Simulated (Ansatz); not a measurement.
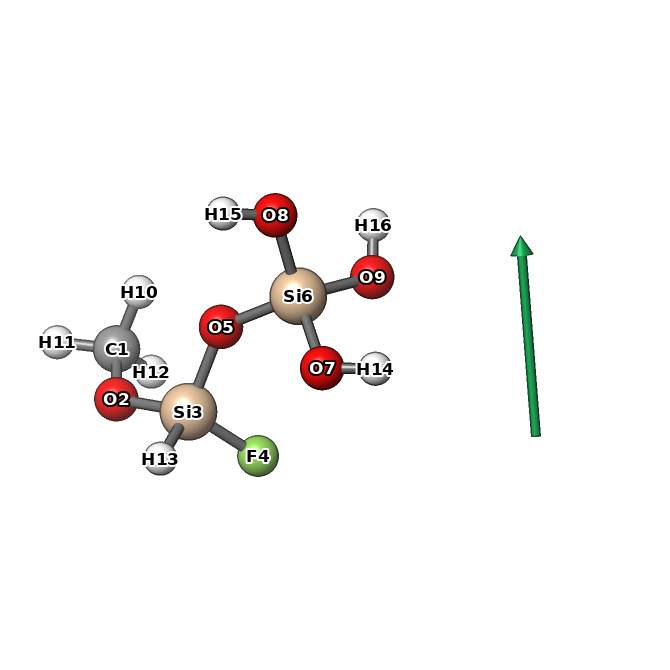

The arrow beside the molecule shows the direction of the dipole moment, from the negative to the positive end (its length means nothing). Computed geometry: PBE-D4/def2-SVP optimisation. No frequency run is at hand to confirm it as a minimum. Method: RKS PBE-D4/def2-SVP (Ansatz 0.2.0).

Q: Estimate the dipole moment.

A: 2.41 D; it points from the side of F4 to the side of O8, H15 (the outermost atoms at the two ends).
